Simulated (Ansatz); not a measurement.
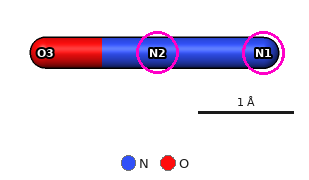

Energy scan for N2O, in which the N1–N2 distance is varied, with all other coordinates relaxed. The picture shows the minimum geometry. The ringed atoms are those of the scanned coordinate. A stick model, seen face on.

Single-point energies from Ansatz with wB97M-V, CCSD(T), PBE-D4, PBE0-D4, r2SCAN-D4, B3LYP-D4 in the def2-TZVPP basis, on geometries relaxed under the constraint at PBE0-D4/def2-TZVP. Coupled cluster with a frozen core. Energies are counted from the PBE0-D4/def2-TZVP minimum geometry at the same level.

The input:
```yaml
crystal:
  periodic: [false, false, false]
  atoms:
    - {symbol: N, position_ang: [-0.511673, 1.001271, -0.167931]}
    - {symbol: N, position_ang: [-0.008437, 0.016545, -0.002767]}
    - {symbol: O, position_ang: [0.520110, -1.017806, 0.170688]}
basis:
  gaussian: {orbitals: def2-TZVPP}
hamiltonian: {xc: {name: wB97M-V}}
```

> Predict the energy profile (the distance: 1.006, 1.029, 1.062, 1.100, 1.118, 1.143, 1.188, 1.237, 1.288, 1.342 Å).

Energies in eV.

| distance (Å) | wB97M-V | CCSD(T) | PBE-D4 | PBE0-D4 | r2SCAN-D4 | B3LYP-D4 |
| --- | --- | --- | --- | --- | --- | --- |
| 1.006 | 1.016 | 1.227 | 1.323 | 1.062 | 1.175 | 1.085 |
| 1.029 | 0.596 | 0.766 | 0.840 | 0.633 | 0.723 | 0.654 |
| 1.062 | 0.209 | 0.317 | 0.361 | 0.231 | 0.289 | 0.247 |
| 1.100 | 0.015 | 0.050 | 0.064 | 0.022 | 0.041 | 0.028 |
| 1.118 | 0.000 | 0.000 | 0.000 | 0.000 | 0.000 | 0.000 |
| 1.143 | 0.046 | −0.003 | −0.020 | 0.037 | 0.010 | 0.028 |
| 1.188 | 0.287 | 0.146 | 0.104 | 0.263 | 0.187 | 0.233 |
| 1.237 | 0.716 | 0.473 | 0.412 | 0.679 | 0.549 | 0.621 |
| 1.288 | 1.281 | 0.930 | 0.860 | 1.233 | 1.047 | 1.142 |
| 1.342 | 1.951 | 1.488 | 1.418 | 1.895 | 1.652 | 1.764 |

With wB97M-V: of the computed points the lowest is at the distance 1.118 Å, 0.000 eV. The curvature at the lowest point is about 130 eV/Å² (21 mdyn/Å). The well is steeper on the short side, as for any bond. At 1.342 Å the levels give PBE-D4 1.418 eV, CCSD(T) 1.488 eV, r2SCAN-D4 1.652 eV, B3LYP-D4 1.764 eV, PBE0-D4 1.895 eV, wB97M-V 1.951 eV. Closest to CCSD(T) there is PBE-D4. At 1.143 Å to 1.342 Å the mean-field solution behind CCSD(T) isn't stable (a lower one of broken symmetry exists), so those energies are less reliable. The T1 diagnostic reaches 0.024, so the single-reference result is less sure there.
